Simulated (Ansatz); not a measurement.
# Calculations on TaH$_{2}$SCl$_{4}$F

**1. Relaxation**

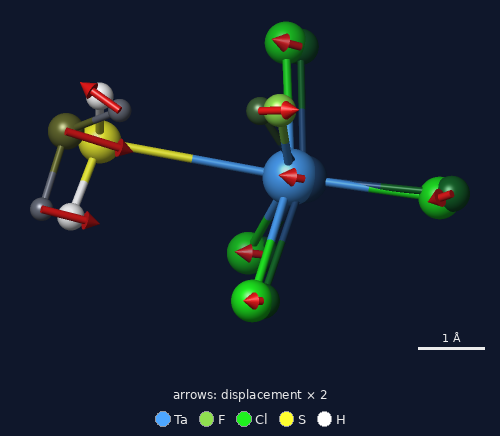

A relaxation of TaH₂SCl₄F. The starting structure is drawn faded, the final one solid; red arrows show the displacements, magnified 2 times. The two geometries are superimposed by the best rigid fit.

A ball-and-stick model, seen at a tilt.

The run prepares an end point of a later path (reaction) calculation, from a guessed geometry.

These are results of Ansatz 0.2.0, RHF/def2-SVP, not measurements.

Input file:
```yaml
crystal:
  periodic: [false, false, false]
  atoms:
    - { symbol: Ta, position_ang: [-0.312452, 0.213107, 0.16533] }
    - { symbol: F, position_ang: [1.574209, 0.166863, 0.418043] }
    - { symbol: Cl, position_ang: [-0.42165, 0.639438, 2.459805] }
    - { symbol: Cl, position_ang: [0.151847, -0.77749, -1.90988] }
    - { symbol: Cl, position_ang: [-0.92278, 2.265786, -0.581558] }
    - { symbol: Cl, position_ang: [-2.241205, -1.050483, 0.314288] }
    - { symbol: S, position_ang: [1.423569, -2.841935, 1.305068] }
    - { symbol: H, position_ang: [1.432805, -3.493952, 0.13979] }
    - { symbol: H, position_ang: [2.216857, -1.816535, 0.860415] }
basis:
  gaussian: { orbitals: def2-SVP }
hamiltonian:
  xc: hf
relax:
  f_tol: 0.03
  max_steps: 50
output:
  orbitals: {}
```

Run as
```bash
ansatz run input.yaml --threads 4 --pin off --max-ram 5120MiB --backend cpu --events-out ev --progress --plain --runs-dir out
```

**What happened in the run?**

Over 7 accepted moves (9 points after the start) the energy falls by 0.307 eV. Largest force component: 0.99 eV/Å at the start, 0.02 eV/Å at the end. The line search rejected the trial steps at points 5, 8 of the run. S7 moves most after the best rigid fit: 0.57 Å. By element the largest moves are S 0.57 Å, H 0.48 Å, F 0.36 Å, Cl 0.26 Å, Ta 0.21 Å. Near-neighbour distances that change, for instance: Ta1–S7 3.694 → 2.949 Å, Ta1–Cl6 2.311 → 2.345 Å, S7–H9 1.371 → 1.337 Å, Ta1–F2 1.904 → 1.878 Å. New bonds form, among them: Ta1–S7 (3.69 → 2.95 Å). Among the angles between lasting bonds that change: F2–Ta1–Cl6 143.6° → 158.7°, F2–Ta1–Cl5 109.4° → 100.1°, Cl5–Ta1–Cl6 107.0° → 101.2°. Cost: 28 s on 4 threads of Arm Neoverse V2 (shared host), peak memory 0.48 GiB.

Limits of the set-up: Hartree-Fock leaves out electron correlation.

**2. Relaxation**

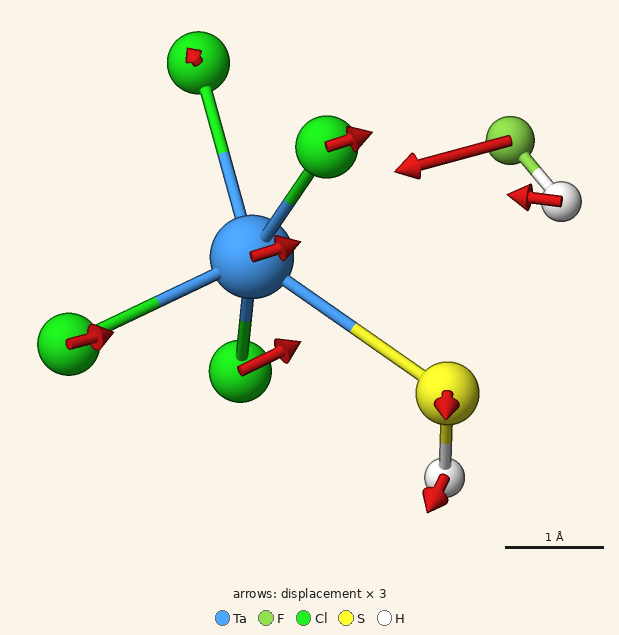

This is a relaxation of TaH$_{2}$SCl$_{4}$F. The starting structure is drawn; red arrows show the displacements, 3 times their true length. The two geometries are superimposed by the best rigid fit.

Style: ball-and-stick. Shown from a free direction.

The run prepares an end point of a later path (reaction) calculation, from a guessed geometry.

Theory: Ansatz 0.2.0, RHF/def2-SVP. Settings: no spin polarisation; force threshold 0.03 eV/Å; at most 50 steps.

### Atoms of which element are displaced furthest, and by how much?

Fluorine: up to 0.43 Å, against 0.25 Å for chlorine.

### What happened in the run?

The F atom moves most after the best rigid fit: 0.43 Å. Largest moves by element: F 0.43 Å, Cl 0.25 Å, H 0.19 Å, Ta 0.19 Å, S 0.12 Å. Some distances before and after: F–Ta 3.127 → 2.518 Å, H–Ta 3.301 → 2.953 Å, Cl–Ta 2.308 → 2.331 Å, S–Ta 2.485 → 2.464 Å. New bonds form, among them: F–Ta (3.13 → 2.52 Å). Bond angles that change, for instance: Cl–Ta–S 139.6° → 151.1°, Cl–Ta–Cl 109.2° → 103.4°, Cl–Ta–S 111.2° → 105.5°. After 7 accepted moves (10 points after the start) the energy has fallen by 0.082 eV. The largest force component goes from 0.41 to 0.018 eV/Å. The line search rejected the trial steps at points 1, 5, 9 of the run.

Limits of the set-up: the start holds two separate molecules, 2.6 Å apart at their closest, whose relative position is a soft coordinate and is computed without a dispersion correction; Hartree-Fock leaves out electron correlation.

**3. Path**

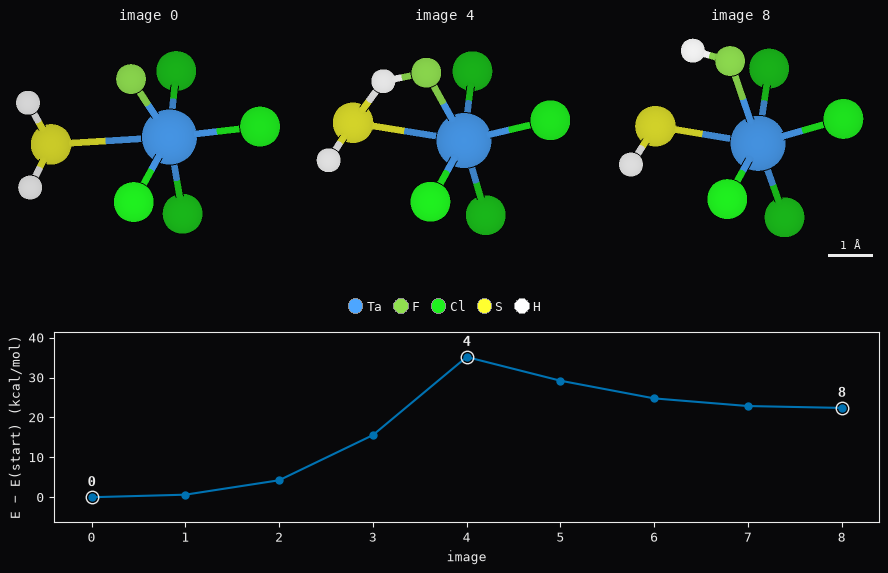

NEB run on TaH2SCl4F. Images are numbered from 0 (start) to 8 (end). Style: ball-and-stick. Shown at a tilt.

These are results of Ansatz 0.2.0, RHF/def2-SVP, not measurements. Settings: 7 movable images; climbing image; force threshold 0.05 eV/Å; iteration limit 60; starting path through a guess of the saddle point.

Q: Describe the mechanism and the energy profile.

A: Forward barrier 35.1 kcal/mol, backward barrier 12.8 kcal/mol, with image 4 at the top; the reaction energy is +22.4 kcal/mol. A hydrogen atom shifts from one atom to another. Breaking: H–S (1.34 → 2.68 Å). Forming: F–H (2.76 → 0.91 Å). The band converged in 22 iterations, with a climbing image at the top. At the top, the vibrational analysis gives one imaginary mode (1477i cm⁻¹), as a transition state must have.

Limits of the set-up: Hartree-Fock leaves out electron correlation.
